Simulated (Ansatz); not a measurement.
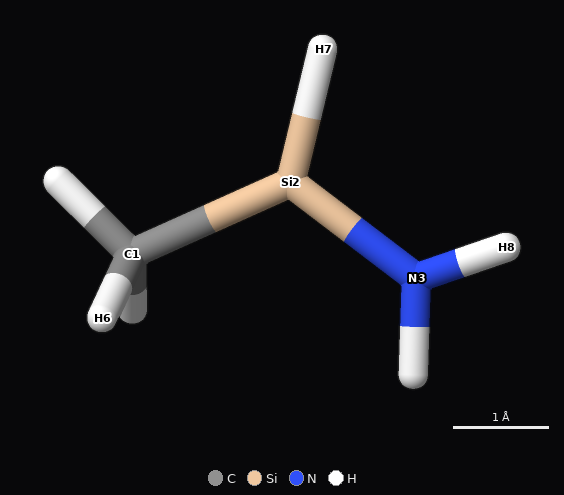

*The structure as given in the input (stick view, seen at a tilt; atoms are numbered from 1 in the order of the input).*

Bond lengths as drawn: C–H 1.09 Å, C–Si 1.87 Å, H–N 1.01 Å, H–Si 1.45 Å and N–Si 1.68 Å.

# Run report: CH6NSi (charge +1), geometry relaxation

System: CH6NSi, charge +1.
Method: RKS revPBE/6-31G* (Ansatz 0.2.0).

It belongs to a series of runs on one base structure; here: start relaxed. Figures and captions count atoms from 1; the log counts them from 0 in places.

## Input
```yaml
crystal:
  periodic: [false, false, false]
  atoms:
    - { symbol: C, position_ang: [-0.79863, 0.83036, -0.82945] }
    - { symbol: Si, position_ang: [0.68651, -0.08229, -0.1568] }
    - { symbol: "N", position_ang: [0.51502, -1.02855, 1.21475] }
    - { symbol: H, position_ang: [-1.59708, 0.14107, -1.11003] }
    - { symbol: H, position_ang: [-0.54541, 1.41404, -1.71719] }
    - { symbol: H, position_ang: [-1.20931, 1.5221, -0.09159] }
    - { symbol: H, position_ang: [2.0336, -0.09056, -0.67998] }
    - { symbol: H, position_ang: [1.26666, -1.55502, 1.64485] }
    - { symbol: H, position_ang: [-0.35136, -1.15114, 1.72544] }
total_charge: 1
basis:
  gaussian: { orbitals: "6-31G*" }
hamiltonian:
  xc: revpbe
relax:
  f_tol: 0.02
  max_steps: 40
scf:
  lower_state_search: "off"
```

Run on 1 thread of Arm Neoverse V1, 24 GiB of memory available, shared host.

Run as:
```bash
ansatz run input.yaml --threads 1 --pin off --max-ram 2048MiB --backend cpu --events-out ev --progress --plain --runs-dir out
```

## The program's output
```
The last accepted step is kept in [file] (removed where the run ends without a failure and the disk answers)
Engine: ansatz 0.2.0, aarch64-unknown-linux-gnu
Functional definition: revPBE
  parameter kappa = 1.245
  parameter beta = 0.06672455060314922
  exchange = pbe_x(kappa = kappa, mu = beta*pi^2/3)
  correlation = pbe_c(beta = beta)
these checks for a lower state are left out or cut short: stability, starts, cluster_reference, orbital_swaps, neighbouring_geometries, increment
821 factors; their error is unknown
mean field evaluation 1: about -10471.7085 eV, gradient 1.0e2 eV
mean field evaluation 2: about -10417.0109 eV, gradient 1.5e2 eV
mean field evaluation 4: about -10492.1065 eV, gradient 1.9e1 eV
mean field evaluation 8: about -10492.9285 eV, gradient 1.6e-1 eV
mean field evaluation 16: about -10492.8708 eV, gradient 3.8e-5 eV
mean field -10492.87080436 eV, -385.6058897368 hartree, gradient 7.5e-7 eV, S^2 0.000000; 0 other end points of the search recorded, 0 dependent functions left out
the calculation of the forces begins
reference -10492.87083974 eV, -385.6058910372 hartree; 16, 16 occupied and 45, 45 virtual orbitals, 821 factors
relax step   1: F+E_penalty+E_count = -10492.87080436 eV  Δ(F+E_penalty+E_count) = +0.000e0 eV  max|allowed force component| = 1.071e0 eV/Å  Δτ_max = 0.0000 Å  (17 SCF iters, accepted)
these checks for a lower state are left out or cut short: stability, starts, cluster_reference, orbital_swaps, neighbouring_geometries, increment
821 factors; their error is unknown
mean field -10492.90927058 eV, -385.6073033443 hartree, gradient 1.2e-6 eV, S^2 0.000000; 0 other end points of the search recorded, 0 dependent functions left out
the calculation of the forces begins
reference -10492.90930596 eV, -385.6073046447 hartree; 16, 16 occupied and 45, 45 virtual orbitals, 821 factors
relax step   2: F+E_penalty+E_count = -10492.90927058 eV  Δ(F+E_penalty+E_count) = -3.847e-2 eV  max|allowed force component| = 3.013e-1 eV/Å  Δτ_max = 0.0278 Å  (19 SCF iters, accepted)
these checks for a lower state are left out or cut short: stability, starts, cluster_reference, orbital_swaps, neighbouring_geometries, increment
821 factors; their error is unknown
mean field evaluation 32: about -10492.9130 eV, gradient 5.5e-5 eV
mean field -10492.91295678 eV, -385.6074388099 hartree, gradient 1.5e-6 eV, S^2 0.000000; 0 other end points of the search recorded, 0 dependent functions left out
the calculation of the forces begins
reference -10492.91299219 eV, -385.6074401110 hartree; 16, 16 occupied and 45, 45 virtual orbitals, 821 factors
relax step   3: F+E_penalty+E_count = -10492.91295678 eV  Δ(F+E_penalty+E_count) = -3.686e-3 eV  max|allowed force component| = 5.271e-2 eV/Å  Δτ_max = 0.0157 Å  (20 SCF iters, accepted)
these checks for a lower state are left out or cut short: stability, starts, cluster_reference, orbital_swaps, neighbouring_geometries, increment
821 factors; their error is unknown
mean field -10492.91297856 eV, -385.6074396102 hartree, gradient 1.5e-6 eV, S^2 0.000000; 0 other end points of the search recorded, 0 dependent functions left out
the calculation of the forces begins
reference -10492.91301396 eV, -385.6074409112 hartree; 16, 16 occupied and 45, 45 virtual orbitals, 821 factors
relax step   4: F+E_penalty+E_count = -10492.91297856 eV  Δ(F+E_penalty+E_count) = -2.178e-5 eV  max|allowed force component| = 6.191e-2 eV/Å  Δτ_max = 0.0077 Å  (20 SCF iters, accepted)
these checks for a lower state are left out or cut short: stability, starts, cluster_reference, orbital_swaps, neighbouring_geometries, increment
821 factors; their error is unknown
mean field -10492.91332213 eV, -385.6074522363 hartree, gradient 1.5e-6 eV, S^2 0.000000; 0 other end points of the search recorded, 0 dependent functions left out
the calculation of the forces begins
reference -10492.91335755 eV, -385.6074535379 hartree; 16, 16 occupied and 45, 45 virtual orbitals, 821 factors
relax step   5: F+E_penalty+E_count = -10492.91332213 eV  Δ(F+E_penalty+E_count) = -3.436e-4 eV  max|allowed force component| = 1.382e-2 eV/Å  Δτ_max = 0.0075 Å  (19 SCF iters, accepted)
```

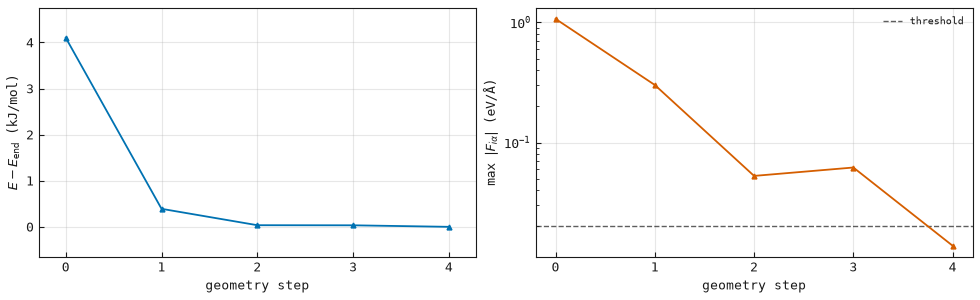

*Progress of the relaxation, step by step (the first geometry is step 0 here and step 1 in the log).*

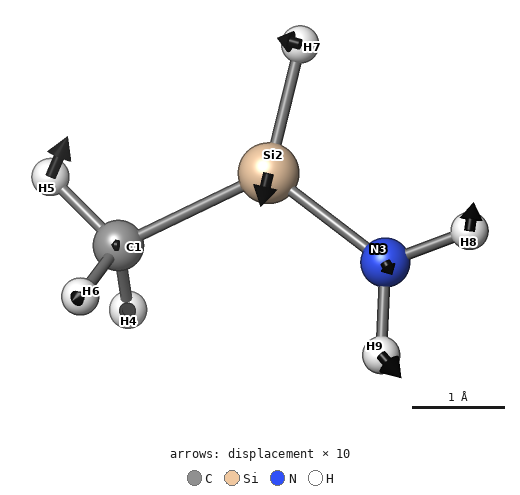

*The starting structure with the displacements as black arrows, magnified 10 times (ball-and-stick view, seen at a tilt). The two geometries are laid on each other by the best rigid fit.*

After 4 geometry steps the energy has fallen by 4.10 kJ/mol. The largest force component goes from 1.1 to 0.014 eV/Å. The atom that moves furthest after the best rigid fit is H5 (0.049 Å). By element the largest moves are H 0.049 Å, Si 0.038 Å, N 0.016 Å, C 0.008 Å. Among the contacts that change: Si2–H7 1.445 → 1.484 Å, C1–Si2 1.868 → 1.853 Å, C1–H4 1.091 → 1.106 Å, N3–H8 1.013 → 1.025 Å. Among the angles that change: C1–Si2–H7 127.8° → 125.7°, C1–Si2–N3 119.3° → 121.3°. (Atoms are counted from 1 in the order of the input.)

```
Total energy: -10492.91335755 eV, -385.6074535379 hartree
Atom 0 at    -0.802008     0.835637    -0.835137 Å, force     0.000326    -0.001438     0.002015 eV/Å
Atom 1 at     0.650858    -0.082749    -0.143588 Å, force    -0.001525     0.010671    -0.013819 eV/Å
Atom 2 at     0.507577    -1.035012     1.227746 Å, force    -0.000816    -0.008606     0.013603 eV/Å
Atom 3 at    -1.605320     0.132081    -1.122982 Å, force     0.002601     0.003473     0.000908 eV/Å
Atom 4 at    -0.497551     1.410169    -1.726432 Å, force     0.003076    -0.003268     0.003911 eV/Å
Atom 5 at    -1.214243     1.534826    -0.084084 Å, force     0.000372    -0.002673    -0.003529 eV/Å
Atom 6 at     2.026238    -0.074191    -0.701899 Å, force    -0.007350    -0.000973     0.002834 eV/Å
Atom 7 at     1.294939    -1.553770     1.630126 Å, force    -0.000415     0.001987    -0.002013 eV/Å
Atom 8 at    -0.360490    -1.166982     1.756251 Å, force     0.003732     0.000827    -0.003908 eV/Å
Dipole moment:     0.053669    -0.117113     0.139977 e Å
Checks for a lower state left out: stability, starts, cluster_reference, orbital_swaps, neighbouring_geometries, increment
```

## Trajectory as extended XYZ (Å, eV, eV/Å), 5 frames, from step=1 to step=5
```
9
Properties=species:S:1:pos:R:3:forces:R:3 step=1 energy=-10492.87080
C    -0.7986    0.8304   -0.8295    0.4763  -0.1316   0.0104
Si    0.6865   -0.0823   -0.1568   -1.0705   0.1260   0.2425
N     0.5150   -1.0286    1.2147    0.0424   0.2027  -0.2942
H    -1.5971    0.1411   -1.1100   -0.2875  -0.4122  -0.0576
H    -0.5454    1.4140   -1.7172    0.2422   0.1564  -0.3071
H    -1.2093    1.5221   -0.0916   -0.1021   0.2433   0.4258
H     2.0336   -0.0906   -0.6800    0.7231   0.0324  -0.3285
H     1.2667   -1.5550    1.6448    0.4848  -0.2252   0.1177
H    -0.3514   -1.1511    1.7254   -0.5087   0.0081   0.1911
9
Properties=species:S:1:pos:R:3:forces:R:3 step=2 energy=-10492.90927
C    -0.8014    0.8334   -0.8325    0.1853  -0.0477  -0.0010
Si    0.6669   -0.0804   -0.1528   -0.3013   0.0386   0.0677
N     0.5090   -1.0294    1.2188   -0.0030   0.0029  -0.0027
H    -1.5988    0.1257   -1.1114   -0.0882  -0.0815  -0.0162
H    -0.5188    1.4128   -1.7250    0.0505   0.0253  -0.0545
H    -1.2061    1.5264   -0.0773   -0.0473   0.0619   0.0901
H     2.0350   -0.0775   -0.6979    0.1952   0.0118  -0.0952
H     1.2771   -1.5564    1.6406    0.1401  -0.0291  -0.0147
H    -0.3629   -1.1546    1.7375   -0.1314   0.0179   0.0265
9
Properties=species:S:1:pos:R:3:forces:R:3 step=3 energy=-10492.91296
C    -0.8021    0.8348   -0.8339    0.0338  -0.0145   0.0087
Si    0.6559   -0.0811   -0.1472   -0.0038   0.0045  -0.0068
N     0.5083   -1.0328    1.2240   -0.0226  -0.0316   0.0527
H    -1.6035    0.1273   -1.1166   -0.0061   0.0093  -0.0023
H    -0.5034    1.4100   -1.7265   -0.0014  -0.0016   0.0028
H    -1.2103    1.5320   -0.0791   -0.0088   0.0016  -0.0081
H     2.0318   -0.0728   -0.7045   -0.0091   0.0023   0.0011
H     1.2875   -1.5559    1.6370    0.0159   0.0198  -0.0341
H    -0.3641   -1.1615    1.7467    0.0022   0.0102  -0.0139
9
Properties=species:S:1:pos:R:3:forces:R:3 step=4 energy=-10492.91298
C    -0.8016    0.8345   -0.8334    0.0489  -0.0090  -0.0073
Si    0.6564   -0.0822   -0.1469   -0.0619   0.0325  -0.0145
N     0.5046   -1.0319    1.2248    0.0252  -0.0240   0.0214
H    -1.6027    0.1273   -1.1178   -0.0065   0.0067  -0.0019
H    -0.5018    1.4103   -1.7255   -0.0066  -0.0022   0.0046
H    -1.2112    1.5316   -0.0792   -0.0053  -0.0009  -0.0040
H     2.0321   -0.0743   -0.7042   -0.0052  -0.0038   0.0064
H     1.2886   -1.5516    1.6307    0.0259  -0.0128   0.0069
H    -0.3644   -1.1639    1.7514   -0.0145   0.0135  -0.0114
9
Properties=species:S:1:pos:R:3:forces:R:3 step=5 energy=-10492.91332
C    -0.8020    0.8356   -0.8351    0.0003  -0.0014   0.0020
Si    0.6509   -0.0827   -0.1436   -0.0015   0.0107  -0.0138
N     0.5076   -1.0350    1.2277   -0.0008  -0.0086   0.0136
H    -1.6053    0.1321   -1.1230    0.0026   0.0035   0.0009
H    -0.4976    1.4102   -1.7264    0.0031  -0.0033   0.0039
H    -1.2142    1.5348   -0.0841    0.0004  -0.0027  -0.0035
H     2.0262   -0.0742   -0.7019   -0.0073  -0.0010   0.0028
H     1.2949   -1.5538    1.6301   -0.0004   0.0020  -0.0020
H    -0.3605   -1.1670    1.7563    0.0037   0.0008  -0.0039
```

## Results in brief

| quantity | value |
| --- | --- |
| outcome | converged |
| total energy | −10492.9134 eV |
| mean-field energy | −10492.9134 eV |
| largest force (length of the vector) at the end | 0.018 eV/Å |
| wall time | 7.2 s |
| peak memory | 0.11 GiB |
